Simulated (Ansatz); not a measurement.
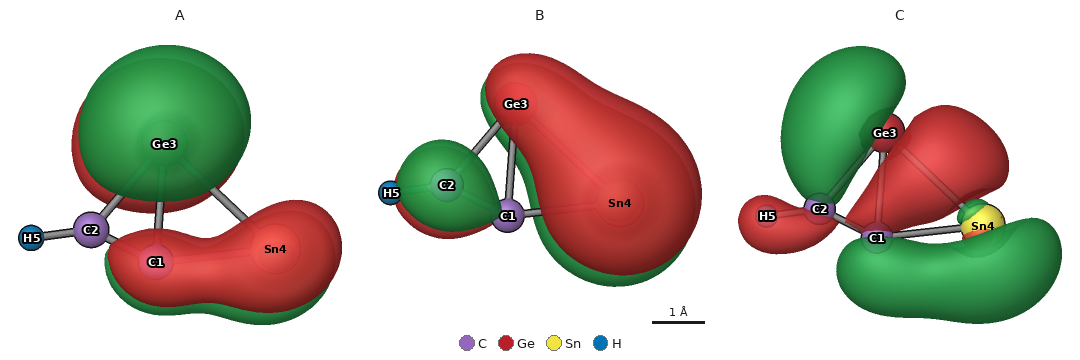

C₂HGeSn (doublet). Three frontier orbitals at ±0.08 Å⁻³ᐟ² (green and red are the two phases), in no order.

Geometry: PBE-D3(BJ)/def2-SVP; core potentials replace the inner electrons of Sn.

Theory: isolated molecule in a Gaussian basis; Kohn-Sham density functional theory, functional PBE0 in Ansatz.

```yaml
atoms:
  - { symbol: C, position_ang: [0.4890, -0.9299, -0.4672] }
  - { symbol: C, position_ang: [-0.7655, -0.8121, -0.8183] }
  - { symbol: Ge, position_ang: [-0.6772, 0.1322, 1.0108] }
  - { symbol: Sn, position_ang: [2.0161, -0.5060, 1.0349] }
  - { symbol: H, position_ang: [-1.5141, -1.0366, -1.5863] }
```

> Order the three orbitals by energy and name them. All are α orbitals.

C is the HOMO−1 (α) (−6.27 eV). It lies mainly on Ge3 (about 40 %), Sn4 (about 30 %), C1 (about 15 %) and C2 (about 10 %); it is symmetric in the molecular plane (an in-plane orbital: σ, lone-pair or in-plane π type). B is the HOMO (α) (−4.89 eV). By Hirshfeld shares it lies mainly on Sn4 (about 65 %), Ge3 (about 20 %) and C2 (about 10 %); it changes sign across the molecular plane (π type); π-antibonding (a node) across C2–Ge3. A is the LUMO (α) (−2.39 eV). By Hirshfeld shares it lies mainly on Ge3 (about 65 %), Sn4 (about 20 %) and C1 (about 10 %); it changes sign across the molecular plane (π type); π-bonding across C1–Sn4; π-antibonding (a node) across Ge3–Sn4.

> What is the gap between the highest occupied and lowest empty α orbitals?

2.50 eV between the orbital energies.
